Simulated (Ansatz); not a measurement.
## Electronic structure of GeH2Li2S in real space

Input

```
crystal:
  periodic: [false, false, false]
  atoms:
    - symbol: Ge
      position_ang: [-2.891767, 0.639366, 2.027885]
    - symbol: Li
      position_ang: [-1.763790, -1.316557, 3.394898]
    - symbol: Li
      position_ang: [-3.541062, 1.931604, 4.033347]
    - symbol: S
      position_ang: [-1.674188, 0.761628, 4.079836]
    - symbol: H
      position_ang: [-1.716513, 0.673820, 0.983032]
    - symbol: H
      position_ang: [-2.990064, -1.000684, 2.046389]
basis:
  gaussian:
    orbitals: def2-TZVPD
hamiltonian:
  xc: pbe0
output:
  forces: true
  orbitals: {seedname: orbitals}
```

Launched as:

```sh
ansatz run input.yaml --threads 1 --pin off --max-ram 2610MiB --events-out events.jsonl --progress --plain --runs-dir runs
```

Geometry: PBE0-D3(BJ)/pcseg-1.

Method: Ansatz, isolated molecule in a Gaussian basis; Kohn-Sham density functional theory, functional PBE0.

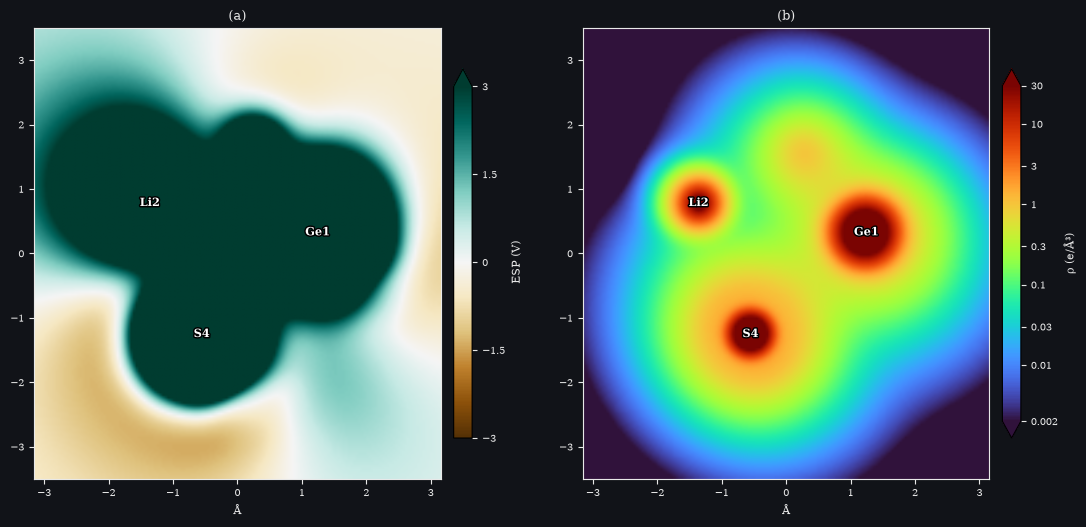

Figure 1. (a) molecular electrostatic potential; (b) total electron density on the plane of atoms Ge1, S4 and Li2.

### Describe what can be read from this map.

The section cuts through Ge, Li and S sites.
Li–S (2.19 Å): ρ is about 0.48 e/Å³ halfway.
Ge–S (2.39 Å): ρ at the midpoint is about 0.54 e/Å³.
Outside the dense part of the molecule the potential is most negative (−1.4 V) near S4.

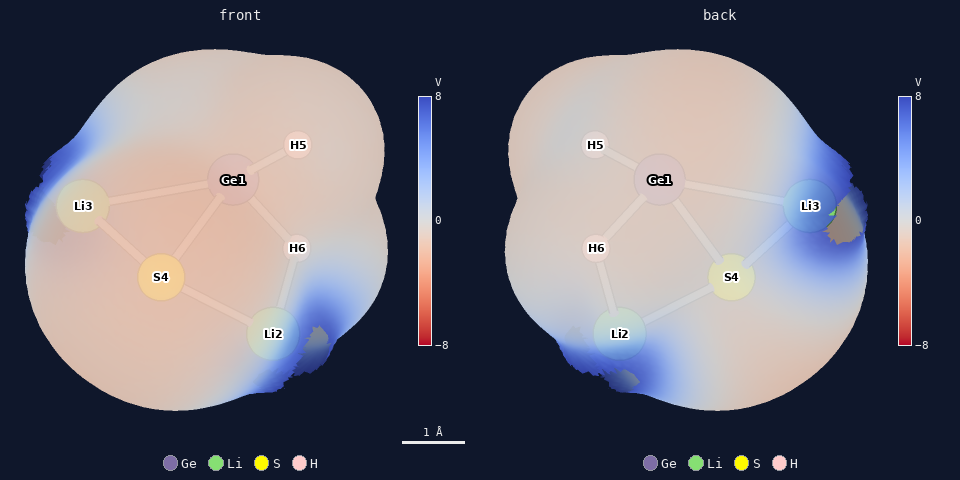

Figure 2. The molecular electrostatic potential painted on the density surface at 0.002 e/bohr³, seen from the front and from behind; red is negative and blue positive.

### Where is the surface potential most negative and most positive?

The most negative region (about −1.9 V) lies over S4, the most positive (about +7.6 V) over Li2 and Li3.

### What dipole moment does the calculation give?

Its dipole moment is 3.62 D.

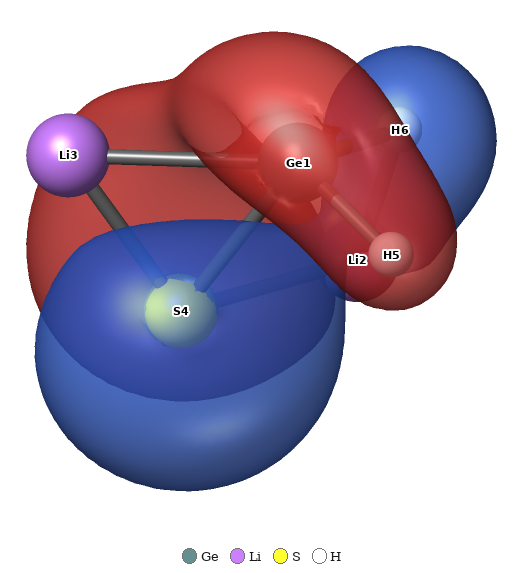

Figure 3. The HOMO−1 at ±0.06 Å⁻³ᐟ² (red and blue are the two phases), seen from one side.

### Describe this orbital and give its energy.

It lies mainly on S4 (about 70 %), Ge1 (about 10 %) and Li2 (about 5 %); largely a lone pair of S4. Its energy is −5.97 eV.
